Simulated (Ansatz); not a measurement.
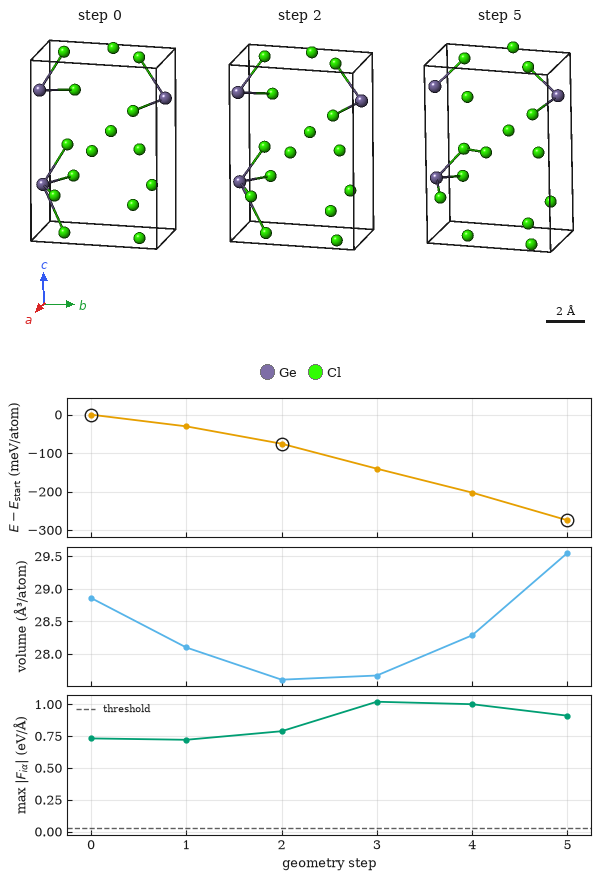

Frames of a relaxation of crystalline GeCl$_{5}$ (a generated structure, set up in P1) (coarse preliminary run), marked on the history of the run. The picture is a ball-and-stick view of the cell of the calculation, seen slightly off an axis.

The calculation used DFT PBE, scalar-relativistic, plane waves, PAW in Ansatz 0.2.0.

Input
```yaml
crystal:
  lattice:
    - [0.0250007658, 5.0209571014, 0.0183164032]
    - [-0.0563844215, 0.0252703963, 6.9127353285]
    - [9.9793782108, 0.0500015316, -0.0817367311]
  atoms:
    - { symbol: Ge, position: [0.5015478069, 0.0189473467, 0.2593101337] }
    - { symbol: Ge, position: [0.4999004841, -0.0051316305, 0.7793259668] }
    - { symbol: Cl, position: [0.5374068027, 0.220820656, 0.4937972577] }
    - { symbol: Cl, position: [0.4924998714, 0.1881380988, -0.0003214634] }
    - { symbol: Cl, position: [0.0074902125, 0.1887410726, 0.2612150775] }
    - { symbol: Cl, position: [0.0086629828, 0.2009980514, 0.736762541] }
    - { symbol: Cl, position: [0.4901209176, 0.787438219, 0.4863159035] }
    - { symbol: Cl, position: [0.5196691911, 0.7902484162, -0.0014959897] }
    - { symbol: Cl, position: [-0.006073573, 0.8113272526, 0.2352519183] }
    - { symbol: Cl, position: [-0.0594138627, 0.8049095879, 0.7489142153] }
    - { symbol: Cl, position: [0.0133412084, 0.5080606581, -0.01825978] }
    - { symbol: Cl, position: [-0.0051520418, 0.4855022711, 0.5191842194] }
basis:
  ecutwfc: 420
kpoints:
  mp_grid: { grid: [4, 4, 2] }
hamiltonian:
  xc: pbe
scf:
  occupations: { method: gaussian, width: 0.2 }
  lower_state_search: "off"
output:
  forces: true
  stress: true
  eigenvalues: true
relax:
  adjacent_minimum: "off"
  f_tol: 0.025
  max_steps: 60
  cell: { stress_tol: 0.25 }
```

Launched with:
```bash
ansatz run input.yaml --threads 1 --pin off --max-ram 2560MiB --backend cpu --events-out ev --progress --plain --runs-dir out
```

### Describe the path.

The run was cut off at its time limit before the relaxation converged, so the last structure is only a point on the way. Over 5 geometry steps the energy falls by 274 meV per atom. Largest force component: 0.73 eV/Å at the start, 0.91 eV/Å at the end. The pressure goes from −1.09 to 1.93 GPa. Cl9 moves most relative to the cell: 0.81 Å roughly along −c. By element the largest moves are Cl 0.81 Å, Ge 0.50 Å. The volume changes by +2.4 %, with a 5.021 → 5.393 Å (+7.4 %), b 6.913 → 6.742 Å (−2.5 %), c 9.980 → 9.772 Å (−2.1 %), α 90.9° → 92.9°, β 89.4° → 90.0°, γ 89.6° → 92.2°. Some distances before and after: Cl9–Cl11 3.260 → 2.337 Å, Cl6–Cl10 2.766 → 2.052 Å, Ge1–Cl4 2.861 → 3.556 Å, Cl3–Cl12 2.957 → 2.361 Å. New bonds form, among them: Cl3–Cl12 (2.96 → 2.36 Å), Cl6–Cl10 (2.77 → 2.05 Å), Cl9–Cl11 (3.26 → 2.34 Å). Bond angles that change, for instance: Cl4–Ge2–Cl8 64.2° → 93.1°, Cl3–Ge1–Cl5 81.4° → 92.3°. The space group stays P1 (No. 1). From step 0 to 2: Cl10 moves most (0.38 Å), volume −4.3 %, energy −75.5 meV per atom. From step 2 to 5: Cl9 moves most (0.57 Å), volume +7.1 %, energy −199 meV per atom.

```csv
step,"E − E(0), meV/atom","largest force component, eV/Å","pressure, GPa","volume, Å³/atom"
0,0.00,0.7321,-1.09,28.861
1,-30.41,0.7213,-0.53,28.101
2,-75.50,0.7885,0.63,27.606
3,-140.41,1.0199,2.14,27.670
4,-202.55,1.0005,2.93,28.287
5,-274.47,0.9103,1.93,29.553
```

Limits of the set-up: layers or molecules are held without a dispersion correction, so their spacing is unreliable.
